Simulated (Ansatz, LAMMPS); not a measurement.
# Gap against volume in amorphous 81SiO2-19TiO2 (mol %) (96 atoms)

Density of this cell: 2.27 g/cm³. The cell holds 96 atoms: 26 Si, 6 Ti and 64 O. Its edges and angles: a = 11.404 Å, b = 11.655 Å, c = 11.253 Å, α = 85.6°, β = 88.9°, γ = 91.3°. The starting structure: 96 atoms (26 Si, 6 Ti, 64 O) placed at random at 2.42 g/cm³, melted at 5000 K for 10 ps at fixed volume with the Morse and Coulomb pair potential with partial charges (Pedone, Malavasi, Menziani, Cormack and Segre, J. Phys. Chem. B 110, 11780 (2006)). Quenched from 5000 K to 300 K at 50 K/ps and fixed volume, held 5 ps, then minimised at fixed cell.

Calculated with Ansatz 0.2.0: Kohn-Sham DFT, PBE, PAW (set soft_2), plane waves; cutoff 420 eV, Γ point, fermi-dirac smearing of 0.025 eV. The relaxed cell was scaled evenly and the atoms were relaxed at each volume. The gap is that between the highest filled and the lowest empty Kohn-Sham level on the run's k-points.

```
volume (Å³/atom)  gap (eV)
          13.975               3.693
          14.596               3.746
          15.061                   ?
          15.527               3.673
          15.993               3.609
          16.459               3.535
```

**Question.** Fit a straight line in ln V to the rows given and interpolate to the withheld row.

**Working.**

A volume deformation potential makes the spacing linear in u = ln(V/V0), with V0 = 15.527 Å³ the relaxed volume; v is the spacing.

| u = ln(V/V0) | v (eV) |
| --- | --- |
| -0.105360 | 3.6932 |
| -0.0618757 | 3.7456 |
| 0 | 3.673 |
| 0.0295590 | 3.6093 |
| 0.0582684 | 3.5352 |

With n = 5: mean u = -0.0158816, mean v = 3.65126, Σ(u − ū)² = 0.017937, Σ(u − ū)(v − v̄) = -0.018259. Slope b = -0.018259 / 0.017937 = -1.0180; intercept a = v̄ − b ū = 3.6351.

At the withheld volume u = -0.03046, and v = a + b u.

Prediction at 15.061: 3.666 eV. The run gave 3.724 eV, so the fit is low by 0.058 eV (1.5 % of the value).

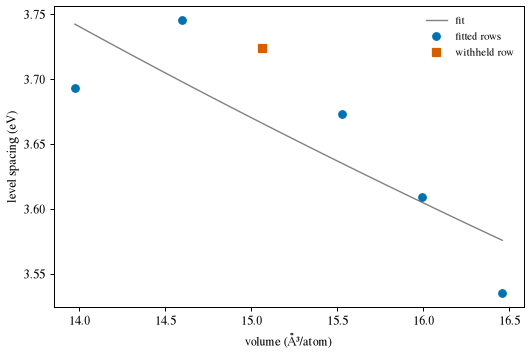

The fit, the rows that it rests on and the withheld row.

The rows follow a line only loosely (correlation 0.81 in size over all rows, under the 0.97 asked here), so the slope of -1.02 eV is a mean trend and no deformation potential. Among the rows given, the largest miss of the fit is at 13.975, by 0.049 eV (23 % of the range of the table).

Limits: The table spans 16 % in volume, wide for a linear law. Semilocal functionals tend to put gaps under measured ones. Only the Γ point is sampled. Atoms move by up to 0.7 Å in these relaxations, so the structure changes along the series. Defect or tail levels can set the spacing of a disordered cell.

[Logs are printed without paths, hosts, clocks, repeated set-up lines and the standing remarks that a program may print on its own settings, such as how far it seeks lower states.]

[Hosts, paths, dates, database ids (printed as entryN), source tags and the programs' standing remarks are cut or masked in the printed files.]
